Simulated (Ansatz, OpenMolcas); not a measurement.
**A ladder of methods for BH2Cl (SMILES BCl)**

The species is BH2Cl (4 atoms), meant as a singlet with charge 0. As SMILES, `BCl`. The coordinates come from a PBE0-D4/def2-TZVP relaxation.

```xyz
4

B    -0.1167    0.0217   -0.0753
Cl    1.3650   -0.3953    0.7212
H    -1.1062   -0.5595    0.2404
H    -0.0866    0.8728   -0.9066
```

Each level gives the vertical energy of the triplet above the singlet (eV). The values are calculated.

```tsv
level	kind	program	value (eV)	less CCSD(T)/def2-TZVP	CPU time (all runs)
HF/def2-TZVP, open shells restricted	Hartree–Fock	OpenMolcas	5.36	+0.37	16 s
SVWN5/def2-TZVP	LDA	OpenMolcas	4.21	-0.78	31 s
PBE/def2-TZVP	GGA	OpenMolcas	4.24	-0.75	43 s
M06-L/def2-TZVP	meta-GGA	OpenMolcas	4.57	-0.42	67 s
B3LYP/def2-TZVP	global hybrid	OpenMolcas	4.61	-0.38	46 s
M06-2X/def2-TZVP	hybrid meta-GGA	OpenMolcas	4.91	-0.08	62 s
CASSCF(12,10)/def2-TZVP	multireference	OpenMolcas	5.88	+0.89	28 s
CCSD(T)/def2-TZVP, open shells restricted	coupled cluster or CI	OpenMolcas	4.99	0.00	38 s
FCI/STO-3G	exact in the basis	Ansatz	6.19	+1.20	0.7 s
```

CCSD(T)/def2-TZVP, open shells restricted is the highest level here, not the true value. The values span 4.21 to 6.19 eV. High-level rows in very small sets aren't better than simpler rows in larger ones. CPU times are rough (shared hosts, several kinds of processor): they show what a rung costs within a factor of a few.

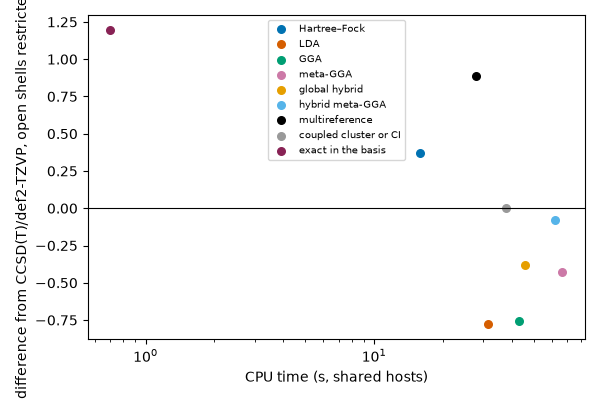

Difference from CCSD(T)/def2-TZVP, open shells restricted against processor time, one point a level.
